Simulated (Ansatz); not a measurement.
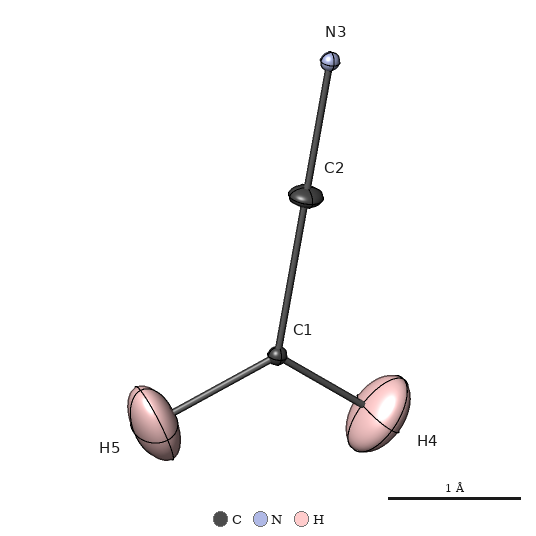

Displacement ellipsoids at the 50 % level, enlarged 1.5 times, from the internal vibrations of the free molecule (harmonic, no overall translation or rotation; no half-axis is drawn under 0.075 Å). Charge 0, doublet. Vibrations computed with UKS PBE0-D4/def2-TZVP (Ansatz 0.2.0). Temperature: 400 K.

Question. Which atom has the largest mean-square displacement?

Answer. H4, H5, with U_eq = 0.0132 Å².

Question. Does H5 move more along its bond or across it?

Answer. Across it: the root-mean-square amplitude is 0.073 Å along the bond and up to 0.142 Å across, since bending and torsion are softer than stretching.

List U_eq and the three principal root-mean-square amplitudes for each kind of atom.

```
  atom  U_eq (Å²)   rms amplitudes (Å)
    C1    0.00070  0.020, 0.029, 0.029
    C2     0.0024  0.023, 0.057, 0.058
    N3    0.00078  0.023, 0.028, 0.032
H4, H5     0.0132  0.073, 0.118, 0.142
```
